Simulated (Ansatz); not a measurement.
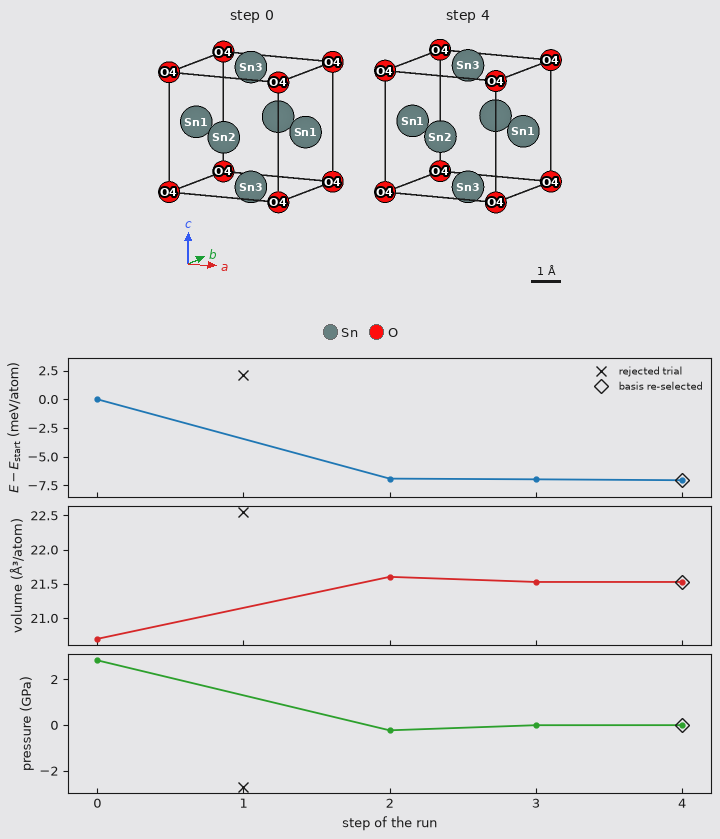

First and last geometry of a relaxation of solid Sn3O (built on the Cu3Au (L1_2)_221 type), with the history of the run. Style: ball-and-stick. Shown: the cell of the calculation, slightly off an axis.

Case: Cu3Au (L1_2) type (Pm-3m, No. 221).

Theory: Ansatz 0.2.0, DFT r2SCAN, scalar-relativistic, plane waves, PAW. (plane-wave cutoff 500 eV; k-point mesh 10 × 10 × 10; occupations gaussian; smearing width 0.1 eV; no spin polarisation; cell and atoms relaxed; force threshold 0.01 eV/Å; at most 80 steps)

Did the run converge, and what did it change?

It converged. The energy falls by 7.0 meV per atom in 2 accepted moves (4 points after the start). All forces vanish by symmetry, so only the cell relaxes. The pressure goes from 2.83 to 0.00 GPa. The line search rejected the trial step at point 1 of the run. At 1 point the geometry stayed and the basis and grid were re-selected for the new cell (energy shift of 0.1 meV per atom at most each time). The atoms keep their places relative to the cell (all moves are under 0.005 Å). The volume changes by +4.0 %, with a = b = c 4.358 → 4.416 Å (+1.3 %). The space group stays Pm-3m (No. 221). The run took roughly 90 core-seconds on a shared host.
